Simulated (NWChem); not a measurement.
**the pair P2H4···BH3: a chain of runs**

We compute a single-point energy (singlet BP2H7, PBE0-D3(BJ)/def2-TZVP), then the energy (singlet P2H4, PBE0-D3(BJ)/def2-TZVP), then the energy (singlet BH3, PBE0-D3(BJ)/def2-TZVP), then the energy (singlet P2H4, PBE0-D3(BJ)/def2-TZVP), then a single-point energy (singlet BH3, PBE0-D3(BJ)/def2-TZVP) of BH7P2 and its partners. 

The results are computed with NWChem 7.3.0.

## Step 1: The system as given

The species is BP2H7 (10 atoms), meant as a singlet with charge 0. The two molecules were placed rigidly side by side, at 0.8 times their contact distance; the pair isn't optimised.

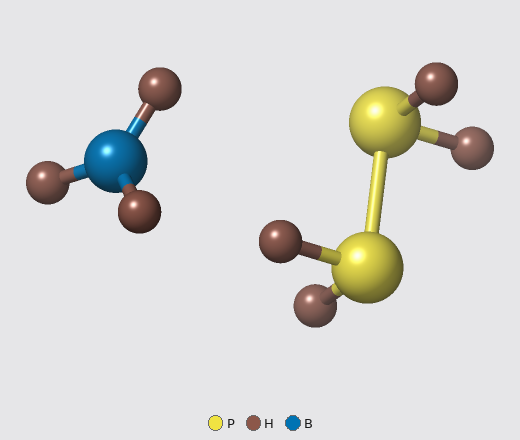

Viewed from a chosen angle; phosphorus yellow, hydrogen brown, boron blue.

## Step 2: The energy at PBE0-D3(BJ)/def2-TZVP (run 1)

File geom.nw:

```
start geom
memory total 2200 mb
geometry units angstrom noautosym nocenter noautoz
   P      0.365100    -1.048800    -0.082300
   P     -0.365200     1.049100     0.078100
   H     -0.497000    -1.521600     0.945000
   H     -0.572100    -1.392900    -1.094900
   H      0.502800     1.524600    -0.942900
   H      0.566400     1.389600     1.097000
   B      2.920190     1.335200     2.032290
   H      2.767990     0.151520     2.044640
   H      3.899400     1.805890     1.538310
   H      2.093010     2.048160     2.513740
end
basis spherical bse
   * library def2-TZVP
end
dft
   xc pbe0
   disp vdw 4
   grid fine
   convergence energy 1e-08
   iterations 100
   mulliken
   print low
end
task dft energy
```

On the command line:

```sh
$ nwchem geom.nw > geom.out
```

Log:

```text
[...]
 d= 0,ls=0.0,diis     1   -711.3938078074 -8.44D+02  2.69D-03  5.79D-01     4.3
[...]
 d= 0,ls=0.0,diis     8   -711.4288906756  6.67D-09  1.86D-06  1.46D-07    29.1
         Total DFT energy =     -711.428890675606
      One electron energy =    -1244.662610424547
           Coulomb energy =      453.692860186020
    Exchange-Corr. energy =      -52.780530158325
 Nuclear repulsion energy =      132.327758902472
    Dispersion correction =       -0.006369181226
[...]
      Total Density - Mulliken Population Analysis
     ---------------------------------------------
    Atom       Charge   Shell Charges
 -----------   ------   -------------------------------------------------------
    1 P   15    15.18   2.01  0.52  1.44  1.07  0.71  4.18  1.67  0.73  1.86  0.81  0.06  0.13  0.01
    2 P   15    15.17   2.01  0.52  1.44  1.07  0.71  4.18  1.67  0.73  1.86  0.80  0.06  0.12  0.01
    3 H    1     0.91   0.24  0.50  0.15  0.01
    4 H    1     0.91   0.24  0.50  0.15  0.01
    5 H    1     0.91   0.24  0.50  0.16  0.01
    6 H    1     0.91   0.24  0.51  0.15  0.02
    7 B    5     5.12   0.92  1.06  0.55  0.59  0.07  0.92  0.82  0.14  0.02  0.02  0.00
    8 H    1     0.96   0.26  0.50  0.19  0.01
    9 H    1     0.97   0.26  0.52  0.19  0.01
   10 H    1     0.96   0.26  0.50  0.19  0.01
[...]
```

It took 30 s on 1 thread of AMD EPYC 9R14 (Zen 4), shared host; peak memory 0.14 GiB.

## Step 3: P2H4: the energy at PBE0-D3(BJ)/def2-TZVP (run 2)

File struct.nw:

```
start struct
memory stack 880 mb heap 220 mb global 1100 mb

geometry noautosym nocenter noautoz
   P      0.365100    -1.048800    -0.082300
   P     -0.365200     1.049100     0.078100
   H     -0.497000    -1.521600     0.945000
   H     -0.572100    -1.392900    -1.094900
   H      0.502800     1.524600    -0.942900
   H      0.566400     1.389600     1.097000
end

basis spherical bse
   * library def2-TZVP
end

dft
   xc pbe0
   mult 1
   disp vdw 4
   grid fine
   convergence energy 1e-08
   iterations 100
   mulliken
   print low
end

task dft
```

On the command line:

```sh
$ nwchem struct.nw > struct.out
```

Log:

```text
[...]
 d= 0,ls=0.0,diis     1   -684.8376967710 -7.73D+02  3.13D-03  5.02D-01     1.6
[...]
 d= 0,ls=0.0,diis     7   -684.8604067408 -9.50D-09  5.84D-07  1.74D-09     9.0
         Total DFT energy =     -684.860406740783
      One electron energy =    -1123.075150921728
           Coulomb energy =      397.291478418114
    Exchange-Corr. energy =      -47.691968501932
 Nuclear repulsion energy =       88.619060352061
    Dispersion correction =       -0.003826087297
[...]
      Total Density - Mulliken Population Analysis
     ---------------------------------------------
    Atom       Charge   Shell Charges
 -----------   ------   -------------------------------------------------------
    1 P   15    15.18   2.01  0.52  1.44  1.07  0.71  4.18  1.67  0.73  1.86  0.81  0.06  0.13  0.01
    2 P   15    15.18   2.01  0.52  1.44  1.07  0.71  4.18  1.67  0.73  1.86  0.81  0.06  0.13  0.01
    3 H    1     0.91   0.24  0.50  0.16  0.01
    4 H    1     0.91   0.24  0.50  0.16  0.01
    5 H    1     0.91   0.24  0.50  0.16  0.01
    6 H    1     0.91   0.24  0.50  0.16  0.01
[...]
```

Wall time 9.6 s (1 thread of AMD EPYC 9R14 (Zen 4), shared host); peak memory 0.13 GiB.

## Step 4: BH3: the energy at PBE0-D3(BJ)/def2-TZVP (run 3)

File bh3.nw:

```
start bh3
title "BH3"
memory total 2200 mb
charge 0
geometry units bohr noautosym nocenter noautoz
   B    5.51835933   2.52316232   3.84047151
   H    5.23074302   0.28633130   3.86380962
   H    7.36879805   3.41263751   2.90698459
   H    3.95521568   3.87046146   4.75028015
end
basis spherical bse
   * library def2-TZVP
end
dft
   xc pbe0
   disp vdw 4
   grid fine
   convergence energy 1e-08
   maxiter 100
   mulliken
   print low
end
task dft energy
```

On the command line:

```sh
$ nwchem bh3.nw > bh3.out
```

Log:

```text
[...]
 d= 0,ls=0.0,diis     1    -26.5545730149 -3.40D+01  4.61D-03  7.50D-02     0.3
[...]
 d= 0,ls=0.0,diis     6    -26.5664746022 -2.34D-09  1.66D-07  1.61D-11     1.3
         Total DFT energy =      -26.566474602192
      One electron energy =      -49.087939048135
           Coulomb energy =       20.187480862820
    Exchange-Corr. energy =       -5.084187176071
 Nuclear repulsion energy =        7.418840769216
    Dispersion correction =       -0.000670010021
[...]
      Total Density - Mulliken Population Analysis
     ---------------------------------------------
    Atom       Charge   Shell Charges
 -----------   ------   -------------------------------------------------------
    1 B    5     5.08   0.92  1.06  0.55  0.59  0.07  0.92  0.80  0.14  0.02  0.02  0.00
    2 H    1     0.97   0.26  0.51  0.19  0.01
    3 H    1     0.97   0.26  0.51  0.19  0.01
    4 H    1     0.97   0.26  0.51  0.19  0.01
[...]
```

It took 1.9 s on 1 thread of AMD EPYC 9R14 (Zen 4), shared host; peak memory 0.12 GiB.

## Step 5: P2H4 among ghost functions: a single-point energy at PBE0-D3(BJ)/def2-TZVP (with ghost functions) (run 4)

File h4p2.nw:

```
start h4p2
memory stack 880 mb heap 220 mb global 1100 mb

geometry units bohr noautosym nocenter noautoz
   P   0.68993901 -1.98194476 -0.15552446
   P  -0.69012798  1.98251168  0.14758761
   H  -0.93919388 -2.87540727  1.78579119
   H  -1.08111232 -2.63219952 -2.06906113
   H   0.95015430  2.88107645 -1.78182276
   H   1.07034088  2.62596342  2.07302956
   bqB      5.518359     2.523162     3.840472
   bqH      5.230743     0.286331     3.863810
   bqH      7.368798     3.412638     2.906985
   bqH      3.955216     3.870461     4.750280
end

basis spherical bse
   P library def2-TZVP
   H library def2-TZVP
   bqB library B def2-TZVP
   bqH library H def2-TZVP
end

dft
   xc pbe0
   disp vdw 4
   grid fine
   convergence energy 1e-08
   maxiter 100
   mulliken
   print low
end

task dft energy
```

On the command line:

```sh
$ nwchem h4p2.nw > h4p2.out
```

Log:

```text
[...]
 d= 0,ls=0.0,diis     1   -684.8377701114 -7.73D+02  2.10D-03  5.02D-01     4.0
[...]
 d= 0,ls=0.0,diis     7   -684.8604923383 -9.74D-09  4.28D-07  3.21D-09    24.7
         Total DFT energy =     -684.860492338259
      One electron energy =    -1123.071066955991
           Coulomb energy =      397.286957648700
    Exchange-Corr. energy =      -47.691610868857
 Nuclear repulsion energy =       88.619053925091
    Dispersion correction =       -0.003826087202
[...]
      Total Density - Mulliken Population Analysis
     ---------------------------------------------
    Atom       Charge   Shell Charges
 -----------   ------   -------------------------------------------------------
    1 P   15    15.18   2.01  0.52  1.44  1.07  0.71  4.18  1.67  0.73  1.86  0.81  0.06  0.13  0.01
    2 P   15    15.18   2.01  0.52  1.44  1.07  0.71  4.18  1.67  0.73  1.86  0.81  0.06  0.12  0.01
    3 H    1     0.91   0.24  0.50  0.16  0.01
    4 H    1     0.91   0.24  0.50  0.16  0.01
    5 H    1     0.91   0.24  0.50  0.16  0.01
    6 H    1     0.90   0.24  0.50  0.15  0.01
    7 X    0     0.01   0.00 -0.00  0.00 -0.00  0.01  0.00 -0.00  0.00  0.00  0.00 -0.00
    8 X    0    -0.00   0.00 -0.00 -0.00 -0.00
    9 X    0    -0.00  -0.00  0.00 -0.00  0.00
   10 X    0    -0.00   0.00 -0.00 -0.00  0.00
[...]
```

It took 26 s on 1 thread of AMD EPYC 9R14 (Zen 4), shared host; peak memory 0.14 GiB.

## Step 6: BH3 among ghost functions: a single-point energy at PBE0-D3(BJ)/def2-TZVP (with ghost functions) (run 5)

File sp.nw:

```
start sp
title "BH3"
memory total 2200 mb
charge 0
geometry noautosym nocenter noautoz
   B        2.920190       1.335200       2.032290
   H        2.767990       0.151520       2.044640
   H        3.899400       1.805890       1.538310
   H        2.093010       2.048160       2.513740
   bqP      0.365100    -1.048800    -0.082300
   bqP     -0.365200     1.049100     0.078100
   bqH     -0.497000    -1.521600     0.945000
   bqH     -0.572100    -1.392900    -1.094900
   bqH      0.502800     1.524600    -0.942900
   bqH      0.566400     1.389600     1.097000
end
basis spherical bse
   B library def2-TZVP
   H library def2-TZVP
   bqP library P def2-TZVP
   bqH library H def2-TZVP
end
dft
   xc pbe0
   mult 1
   disp vdw 4
   grid fine
   convergence energy 1e-08
   iterations 100
   mulliken
   noprint "final vectors analysis"
end
task dft energy
```

On the command line:

```sh
$ nwchem sp.nw > sp.out
```

Log:

```text
[...]
          Wavefunction type:  closed shell.
          No. of atoms     :    10
          No. of electrons :     8
[...]
          Charge           :     0
          Spin multiplicity:     1
[...]
          AO basis - number of functions:   147
[...]
              XC Information
              --------------
                         PBE0 Method XC Functional
                     Hartree-Fock (Exact) Exchange  0.250
          PerdewBurkeErnzerhof Exchange Functional  0.750
            Perdew 1991 LDA Correlation Functional  1.000 local
           PerdewBurkeErnz. Correlation Functional  1.000 non-local
[...]
 d= 0,ls=0.0,diis     1    -26.5545758629 -3.40D+01  1.54D-03  7.51D-02     3.0
[...]
 d= 0,ls=0.0,diis     6    -26.5664807098 -2.34D-09  5.64D-08  1.64D-11    16.9
         Total DFT energy =      -26.566480709762
      One electron energy =      -49.087877136766
           Coulomb energy =       20.187392416241
    Exchange-Corr. energy =       -5.084167283904
 Nuclear repulsion energy =        7.418841304685
    Dispersion correction =       -0.000670010019
[...]
```

Wall time 18 s (1 thread of AMD EPYC 9R14 (Zen 4), shared host); peak memory 0.14 GiB.

## Step 7: Results

| quantity | value |
| --- | --- |
| run 1, PBE0-D3(BJ)/def2-TZVP: total energy | -711.42889 Eh |
| run 1, PBE0-D3(BJ)/def2-TZVP: dispersion energy | -16.72 kJ/mol |
| P2H4: total energy | -684.86041 Eh |
| P2H4: dispersion energy | -10.05 kJ/mol |
| BH3: total energy | -26.56647 Eh |
| BH3: dispersion energy | -1.76 kJ/mol |
| P2H4 among ghost functions: total energy | -684.86049 Eh |
| P2H4 among ghost functions: dispersion energy | -10.05 kJ/mol |
| BH3 among ghost functions: total energy | -26.56648 Eh |
| BH3 among ghost functions: dipole moment | 0.00 D |
| BH3 among ghost functions: dispersion energy | -1.76 kJ/mol |
| interaction energy of the rigid parts P2H4 and BH3 (parts in their own basis; closest atoms 2.18 Å apart) | -0.055 eV |
| interaction energy of the rigid parts P2H4 and BH3 (parts in the whole basis, counterpoise; closest atoms 2.18 Å apart) | -0.052 eV |

**Reading.** The interaction energy of the rigid parts P2H4 and BH3 (parts in their own basis; closest atoms 2.18 Å apart) is −0.05 eV (−1.3 kcal/mol): the parts attract. Without counterpoise this holds the superposition error of the basis. The interaction energy of the rigid parts P2H4 and BH3 (parts in the whole basis, counterpoise; closest atoms 2.18 Å apart) is −0.05 eV (−1.2 kcal/mol): the parts attract. The basis-set superposition error is 0.2 kJ/mol.
